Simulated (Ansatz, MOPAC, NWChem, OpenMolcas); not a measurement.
# GeHCl3 (SMILES [Cl][GeH]([Cl])[Cl]): methods side by side

GeHCl3, singlet, SMILES `[Cl][GeH]([Cl])[Cl]`. Each level relaxes the structure for itself.

Each level gives the zero-point energy at each level's own minimum (kJ/mol). The values are calculated.

| level | kind | program | value (kJ/mol) |
| --- | --- | --- | --- |
| PM6 | semi-empirical | MOPAC | 30.6 |
| PM6-D3H4 | semi-empirical | MOPAC | 30.5 |
| PM6-DH+ | semi-empirical | MOPAC | 30.5 |
| PM7-HH | semi-empirical | MOPAC | 29.6 |
| HF/3-21G | Hartree–Fock | OpenMolcas | 33.1 |
| HF/6-31G* (spherical functions) | Hartree–Fock | NWChem | 34.5 |
| HF/6-31G* (Cartesian functions) | Hartree–Fock | OpenMolcas | 34.4 |
| PBE/def2-SVP | GGA | NWChem | 31.0 |
| PBE0-D4/def2-TZVP | global hybrid | Ansatz | 32.4 |

All-electron rows without a relativistic Hamiltonian named are non-relativistic. Harmonic and unscaled. The values span 29.6 to 34.5 kJ/mol.

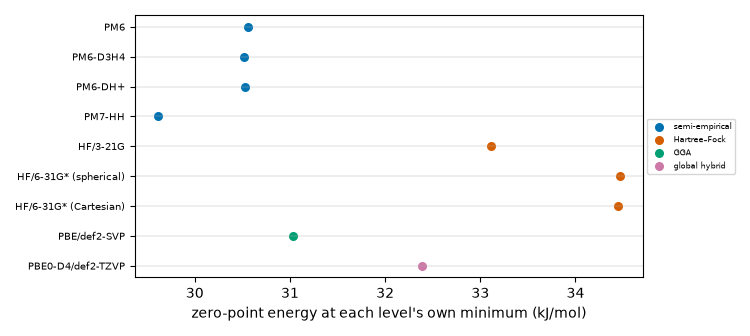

The values of the table, level by level.
